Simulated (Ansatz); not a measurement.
# C2H2FNO: the cost of one run

Program: Ansatz 0.2.0 through its Python package. Level of theory: Hartree-Fock/def2-SVP. These are calculated values, not measurements.

### Step 1. Starting point

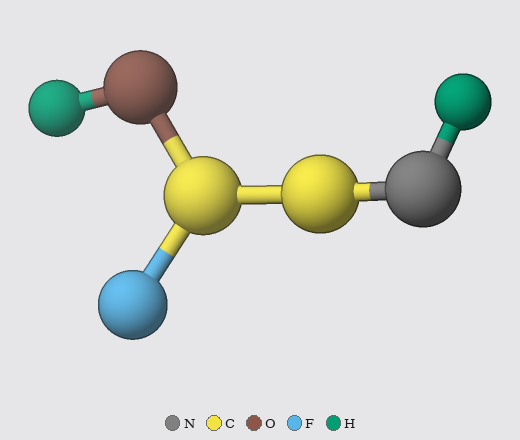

The starting structure, viewed from a chosen angle; nitrogen grey, carbon yellow, oxygen brown, fluorine blue, hydrogen teal.

The script holds or builds the structure itself.

### Step 2. The code

File c2h2fno.py:

```python
'''Relax the C2H2FNO molecule.'''

import warnings

import ansatz as az
import numpy as np

GEOMETRY = '''
N    -0.89760    0.85120    1.48640
C    -0.30030    0.50730    0.57530
C     0.38380    0.07390   -0.43140
O     0.27160   -1.19890   -0.85560
F     1.34960    0.83130   -1.03410
H    -1.59920    0.18810    1.79590
H     0.85330   -1.32090   -1.58210
'''

warnings.simplefilter('ignore', az.DeckWarning)

mol = az.Crystal.molecule()
for line in GEOMETRY.strip().splitlines():
    symbol, *xyz = line.split()
    mol = mol.atom(symbol, [float(v) for v in xyz])

base = (
    mol.calculation()
    .basis(gaussian='def2-SVP')
    .functional('hf')
)
symbols = [site.symbol for site in mol.cartesian_sites]
start = np.array([site.position_ang for site in mol.cartesian_sites], dtype=float)
report = base.relax(force_tolerance=0.005).run(threads=1).report
end = np.array(report['positions_ang'])

print('reference energy %16.6f eV' % report['reference_energy_ev'])
print('total energy     %16.6f eV' % report['free_energy_ev'])
print('occupied (up, down):', report['n_occupied'], ' virtual:', report['n_virtual'], ' frozen:', report['n_frozen'])

print('bond        before    after (A)')
for i, j in [(0, 1), (0, 5), (1, 2), (2, 3), (2, 4), (3, 6)]:
    d0, d1 = (np.linalg.norm(xyz[i] - xyz[j]) for xyz in (start, end))
    print(f'{symbols[i]}{i}-{symbols[j]}{j}'.ljust(10), f'{d0:8.4f} {d1:8.4f}')
```

### Step 3. Running it

The run is started by

```
$ python c2h2fno.py
```

What time and memory should one allow on 1 thread of Arm Neoverse V1, shared host?

About 39 s, with a peak of 0.21 GiB.
